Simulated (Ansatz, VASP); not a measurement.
# TlAgCl2 in two plane-wave programs, part 2 of 2

Wanted: the spread between two codes on one cell, functional and k mesh. The cell is invented: As first built, before any earlier steps moved the atoms (in the runner's words): it takes the AgCl structure with some of its atoms replaced by other elements, volume scaled by an estimate. It may not be a known or stable phase. The cell is taken from a series of VASP runs on this material, whose earlier steps may have relaxed, scaled or displaced it; both programs get it as it stands. Valence electrons are named where the data sets of a main pair hold unlike numbers.

VASP 6.6.1 and Ansatz 0.2.0.

So far. Step 2 (VASP: band structure, r2SCAN): The run ends at a pressure of 0.02 GPa, with forces up to 0.0059 eV/Å.

## 4. Side by side

Known differences besides the potentials themselves: VASP keeps PBE cores, Ansatz makes them for the functional; the data sets hold 46 valence electrons in Ansatz (on its default PAW (the set named soft_2) files) and 38 in VASP; the cutoff is 500 eV in Ansatz and 400 eV in VASP. Total energies have different zeros and are not compared.

Both answers:

```csv
quantity,Ansatz,VASP,difference
pressure (GPa),0.18,0.02,+0.16
gap over the path points (eV),2.523,2.495,+0.028
```

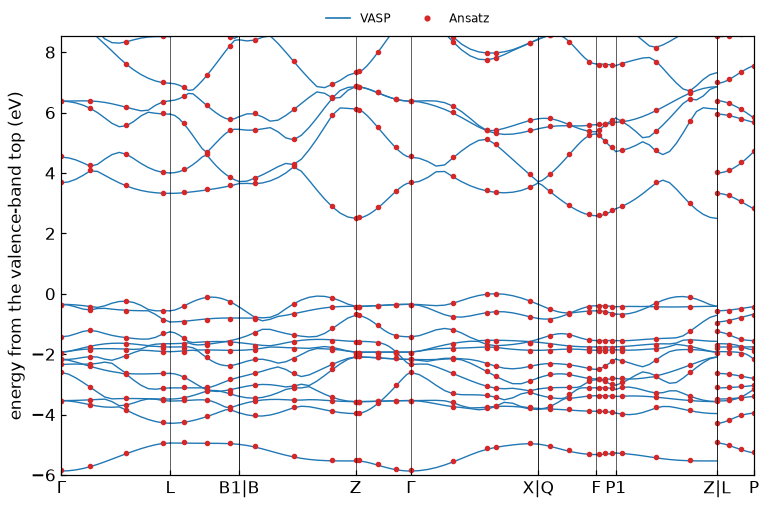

Bands from VASP (lines) and levels from Ansatz (dots). Dots without a line are higher empty bands that the VASP plot leaves out.

Levels at points of the path, from each program's valence-band top (eV; 4 filled, then empty):

```csv
k (reciprocal lattice),Ansatz,VASP
0.000 0.000 0.000,-1.97 -1.44 -0.36 -0.36 3.69 4.56 6.38,-1.93 -1.43 -0.35 -0.35 3.67 4.52 6.38
0.133 0.000 0.000,-1.76 -1.22 -0.55 -0.44 4.09 4.25 6.16,-1.74 -1.21 -0.54 -0.42 4.07 4.22 6.14
0.300 0.000 0.000,-1.68 -1.48 -0.56 -0.25 3.59 4.63 5.59,-1.65 -1.46 -0.55 -0.25 3.57 4.62 5.56
0.467 0.000 0.000,-1.69 -1.32 -0.86 -0.58 3.35 4.04 5.97,-1.66 -1.33 -0.85 -0.56 3.33 4.02 5.95
0.500 0.037 -0.037,-1.67 -1.46 -0.93 -0.42 3.37 4.12 5.65,-1.64 -1.48 -0.91 -0.41 3.35 4.10 5.63
0.500 0.099 -0.099,-1.71 -1.62 -0.85 -0.12 3.46 4.62 4.70,-1.67 -1.59 -0.83 -0.12 3.44 4.60 4.68
0.500 0.161 -0.161,-1.63 -1.58 -0.82 -0.27 3.59 3.88 5.43,-1.60 -1.55 -0.80 -0.26 3.57 3.86 5.40
0.772 0.500 0.228,-1.72 -1.30 -0.82 -0.79 3.66 3.84 5.44,-1.68 -1.29 -0.81 -0.78 3.64 3.82 5.42
0.667 0.500 0.333,-1.61 -1.38 -0.68 -0.34 4.22 4.31 5.11,-1.58 -1.37 -0.66 -0.34 4.20 4.28 5.10
0.563 0.500 0.437,-1.55 -1.14 -0.46 -0.14 2.90 5.93 6.47,-1.53 -1.15 -0.44 -0.14 2.87 5.92 6.47
```

At this near-relaxed geometry the largest component of a force difference is 3 meV/Å. Among the levels compared at these points, filled levels agree within 40 meV and empty ones within 36 meV.

## 5. Ansatz: single point, r2SCAN

With cell and atoms fixed, the geometry can't cause a difference; cores, projectors, grids and the points listed under the comparison can.

The cell is taken from a series of VASP runs on this material, whose earlier steps may have relaxed, scaled or displaced it; both programs get it as it stands.

The input, input.yaml:

```yaml
crystal:
  lattice:
    - [2.0743064491, 1.1976013871, 7.0150688129]
    - [-2.0743064491, 1.1976013871, 7.0150688129]
    - [0.0, -2.3952027742, 7.0150688129]
  atoms:
    - { symbol: Tl, position: [0.0, 0.0, 0.0] }
    - { symbol: Ag, position: [0.5, 0.5, 0.5] }
    - { symbol: Cl, position: [0.7651316868, 0.7651316868, 0.7651316868] }
    - { symbol: Cl, position: [0.2348683132, 0.2348683132, 0.2348683132] }
hamiltonian:
  xc: r2scan
  pseudopotentials: { kind: paw }
kpoints:
  mp_grid: { grid: [9, 9, 9] }
scf:
  occupations: { method: tetrahedron }
output:
  forces: true
  stress: true
```

On the command line:

```
$ ansatz run input.yaml --threads 2 --pin off --max-ram 4608MiB --backend cpu --events-out ev --progress --plain --runs-dir out
```

Numbers of over 12 decimals in the logs are rounded to 6 here.

The program printed:

```text
Warning: output.forces, output.stress, relax.cell or npt_langevin: where a Kohn–Sham band that disperses or a degenerate level is filled in part under the method tetrahedron, the forces or the stress that this run publishes need not agree with its energy (scf.occupations.method in the input reference, under Limitations); prefer a smearing scheme for the forces or the stress
[...]
k-point 0: bands = [... 19 lower, 3.7359, 4.2668, 5.3399, 5.3399, 9.3993, 10.2634, 12.0885, 12.0885, ... 1 higher]
  k-point 1: bands = [... 19 lower, 3.9065, 4.4754, 5.1669, 5.2878, 9.6940, 10.0316, 11.9343, 12.1002, ... 1 higher]
  k-point 2: bands = [... 19 lower, 4.0337, 4.3259, 5.1875, 5.3632, 9.5656, 10.2862, 11.4283, 12.0237, ... 1 higher]
  k-point 84: bands = [... 19 lower, 4.1536, 4.5256, 5.2663, 5.5683, 8.6264, 11.6065, 12.0964, 12.3870, ... 1 higher]
[key lines of the parts left out:]
SCF converged after 7 iterations
Free energy (F): -21233.131355 eV
Fermi energy:    5.704467 eV
P = ⅓ Tr σ = 0.1808 GPa (1.808 kbar)
```

Run time: 16 s. Hardware: 2 threads of Intel Xeon at 2.80GHz (Skylake/Cascade Lake), shared host; peak memory 0.83 GiB.

The run ends at a pressure of 0.18 GPa, with forces up to 0.0027 eV/Å.

## 6. VASP: single point, r2SCAN

The same cell, functional, mesh and smearing now go to VASP, with its own data sets.

The input, INCAR:

```
SYSTEM = TlAgCl2
PREC = Accurate
ENCUT = 400
EDIFF = 1E-06
NELM = 100
ISMEAR = -5
SIGMA = 0.05
LREAL = .FALSE.
ALGO = Normal
METAGGA = R2SCAN
LASPH = .TRUE.
NBANDS = 33
LORBIT = 11
LWAVE = .FALSE.
LCHARG = .FALSE.
KPAR = 2
NEDOS = 2001
```

The input, POSCAR:

```
TlAgCl2
1.0
    2.0743064491      1.1976013871      7.0150688129
   -2.0743064491      1.1976013871      7.0150688129
    0.0000000000     -2.3952027742      7.0150688129
Tl Ag Cl
1 1 2
Direct
    0.0000000000      0.0000000000      0.0000000000
    0.5000000000      0.5000000000      0.5000000000
    0.7651316868      0.7651316868      0.7651316868
    0.2348683132      0.2348683132      0.2348683132
```

The input, KPOINTS:

```
Automatic mesh
0
Gamma
9 9 9
0 0 0
```

PAW data sets: Tl_d, Ag and Cl (PBE family, release 64).

On the command line:

```
$ mpirun -np 2 vasp_std
```

The program printed:

```text
[banner, memory and clock lines left out]
running    2 mpi-ranks, on    1 nodes
[...]
[... a notice as in an earlier step ...]

 LDA part: xc-table for (None), standard interpolation
 POSCAR, INCAR and KPOINTS ok, starting setup
[...]
entering main loop
       N       E                     dE             d eps       ncg     rms          rms(c)
DAV:   1     0.115489744594E+03    0.11549E+03   -0.15901E+04  5698   0.854E+02
DAV:   2    -0.902228521041E+02   -0.20571E+03   -0.19611E+03  6440   0.224E+02
DAV:   3    -0.100873522783E+03   -0.10651E+02   -0.10582E+02  6850   0.483E+01
DAV:   4    -0.100970968909E+03   -0.97446E-01   -0.97417E-01  6466   0.519E+00
[...]
DAV:  12    -0.901187566695E+02   -0.29057E-04   -0.66321E-05  6723   0.707E-02    0.224E-02
DAV:  13    -0.901187664787E+02   -0.98091E-05   -0.25475E-05  6207   0.284E-02    0.715E-03
DAV:  14    -0.901187667673E+02   -0.28861E-06   -0.11300E-06  6185   0.455E-03
   1 F= -.90118767E+02 E0= -.90118767E+02  d E =0.000000E+00
```

Parts of OUTCAR (step 6):

```text
  Total        0.0018403      0.0018403      0.0298537      0.0000000     -0.0000000      0.0000000
  in kB        0.0281988      0.0281988      0.4574460      0.0000000     -0.0000000      0.0000000
  external PRESSURE =       0.1712812 kB  Pullay stress =       0.0000000 kB

 POSITION                                       TOTAL-FORCE (eV/Angst)
 -----------------------------------------------------------------------------------
      0.00000      0.00000      0.00000        -0.000000     -0.000000      0.000000
      0.00000      0.00000     10.52260         0.000000     -0.000000      0.000000
      0.00000      0.00000     16.10235        -0.000000      0.000000      0.006128
      0.00000      0.00000      4.94285        -0.000000      0.000000     -0.006128
 -----------------------------------------------------------------------------------
    total drift:                                0.000000      0.000000     -0.000000

  FREE ENERGIE OF THE ION-ELECTRON SYSTEM (eV)
  ---------------------------------------------------
  free  energy   TOTEN  =       -90.1187667673 eV

  energy  without entropy=      -90.1187667673  energy(sigma->0) =      -90.11876677

[... 1 part as in an earlier step ...]

[... 2 further parts left out ...]
[key lines of the parts left out:]
E-fermi :   2.6319
```

The run ends at a pressure of 0.02 GPa, with forces up to 0.0061 eV/Å.

## 7. Differences

What differs besides the data sets and the points named for the pairs above, as far as they apply: the data sets hold 46 valence electrons in Ansatz (on its default PAW (the set named soft_2) files) and 38 in VASP. Total energies have different zeros and are not compared.

Both answers:

```csv
quantity,Ansatz,VASP,difference
pressure (GPa),0.18,0.02,+0.16
gap on the k mesh (eV),2.554,2.526,+0.028
```

At this near-relaxed geometry the largest component of a force difference is 3 meV/Å. A gap on the mesh is an upper bound, since the band edges may lie between its points; neither run holds spin-orbit coupling, which can move the band edges of a compound of Tl.

## 8. Outcome

* largest difference of a filled level at the path points (band structure, r2SCAN): 40 meV
* difference in gap on the k mesh (single point, r2SCAN): 0.028 eV

In words: The largest difference of a filled level at the path points is 40 meV (band structure, r2SCAN), within the 80 meV picked in this series as the mark of a large difference. The data sets hold unlike numbers of valence electrons (46 in Ansatz and 38 in VASP), so part of the differences comes from the potentials. Such differences can come from data sets, numerical settings and the points named under the comparisons, not from the functional's error against experiment.

[Lines on the potential files, build, host, timing and source positions are cut from VASP's logs without a mark.]

[Logs are printed without paths, hosts, clocks, repeated set-up lines and the standing remarks that a program may print on its own settings, such as how far it seeks lower states.]

[Hosts, paths, dates, database ids (printed as entryN), source tags and the programs' standing remarks are cut or masked in the printed files.]
